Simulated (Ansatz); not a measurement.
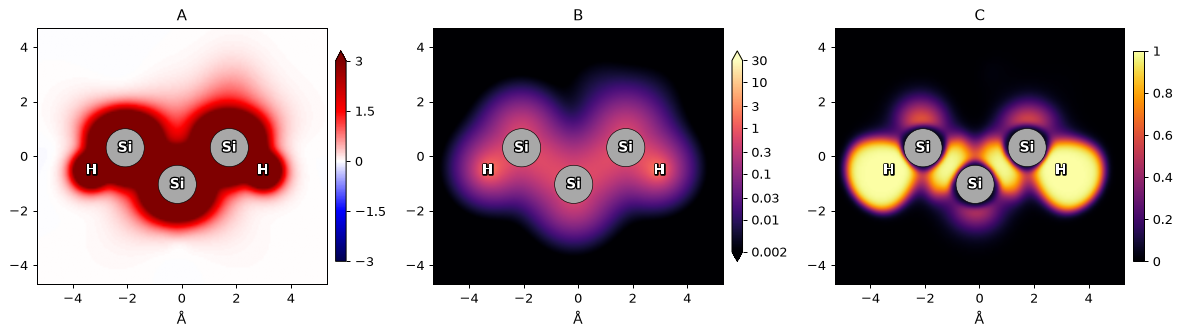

GeH₁₀Si₃ (SMILES [SiH3][SiH2][SiH2][GeH3]): 3 fields on the plane of atoms Si2, Si3 and H11, with unlabelled colour scales. Grey discs cover the atomic cores.

Geometry: PBE0-D4/def2-TZVP.

Computed with Ansatz, RKS PBE0-D4/def2-TZVPP.

```tsv
atom	x (Å)	y (Å)	z (Å)
Si	-0.1813	2.3386	0.2544
Si	0.5798	0.4820	1.4548
Si	-0.3916	-1.4612	0.5940
Ge	0.0390	-1.6099	-1.7425
H	-1.6648	2.4205	0.3344
H	0.3974	3.6012	0.7875
H	0.2079	2.2004	-1.1749
H	0.2544	0.6392	2.9005
H	2.0605	0.3833	1.3179
H	-1.8644	-1.4178	0.8130
H	0.1459	-2.6701	1.2787
H	-0.6518	-0.4513	-2.4811
H	-0.4813	-2.9359	-2.3226
H	1.5503	-1.5190	-2.0141
```

Q: The panels show electron density, electron localisation function and electrostatic potential in some order. Assign them.

A: Panel A: electrostatic potential (strongly positive close to the atoms and fading to about zero outside). Panel B: electron density. Panel C: electron localisation function. From the grid: Si–Si (2.34 Å): ρ at the midpoint is about 0.62 e/Å³; the ELF peaks at about 1 between the atoms: localised, covalent bonding. Si–H (1.49 Å): ρ at the midpoint is about 0.8 e/Å³; the ELF climbs to about 1 towards the hydrogen, as it does in any bond to H.
